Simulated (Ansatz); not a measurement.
TiC, pressure series

The reference is TiC in the rock salt structure (space group Fm-3m, No. 225; a = 4.3285 Å).

Cell and atoms are relaxed at each pressure.

Calculations: Kohn–Sham DFT with the r2SCAN functional, run in Ansatz (a program for electronic structure) with PAW and 500 eV plane waves, without spin-orbit coupling, earlier PAW set.

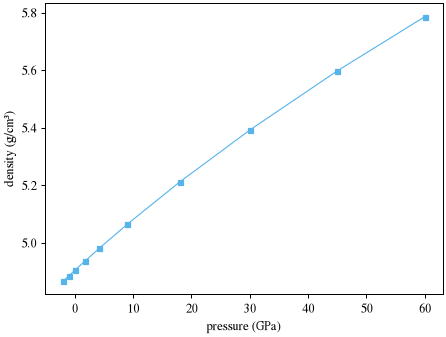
Density against pressure

```tsv
pressure (GPa)	density
-2	4.87 g/cm³
-1	4.89 g/cm³
1.8	4.94 g/cm³
4.2	4.98 g/cm³
9	5.06 g/cm³
18	5.21 g/cm³
30	5.39 g/cm³
45	5.60 g/cm³
60	5.79 g/cm³
```

Load acts through the strain it causes; cell and atoms are relaxed under it. Whether these cells are dynamically stable was not tested. No other phases were tried under pressure. The final runs are not spin-polarised.
